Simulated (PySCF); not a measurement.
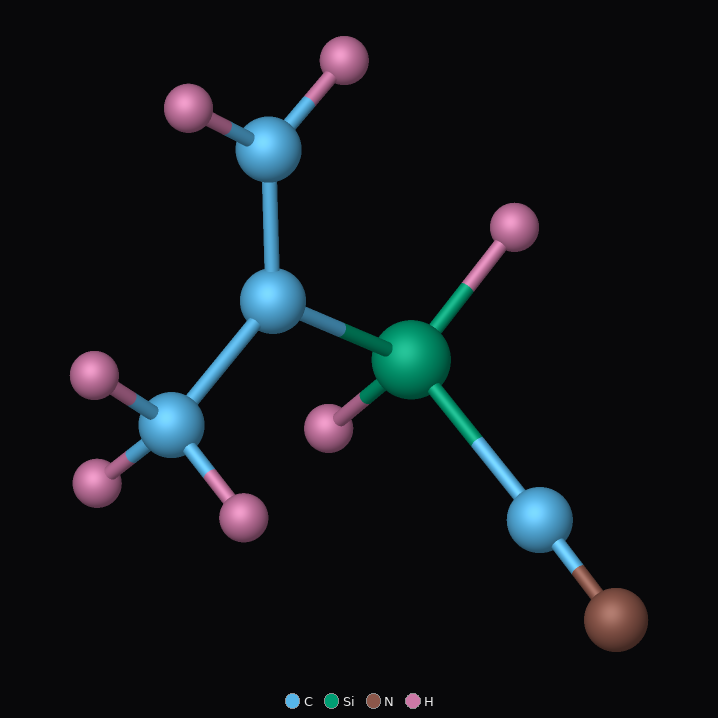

Figure made from data computed with PySCF.

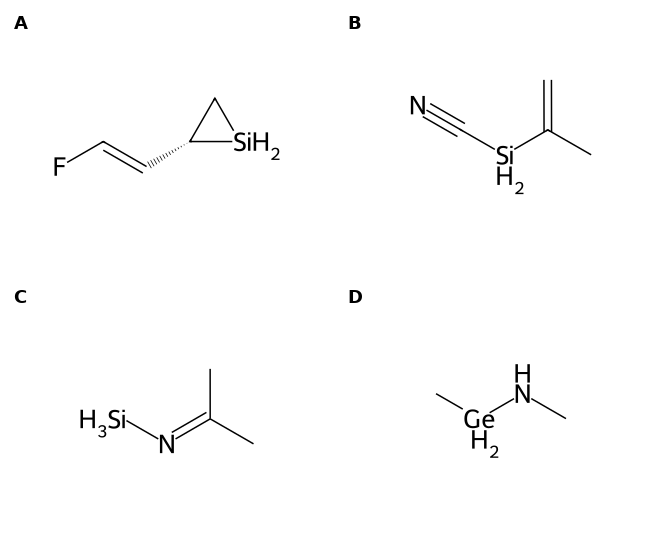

> The first picture shows one of the molecules drawn in the second. Which?

B, `C=C(C)[SiH2]C#N`.
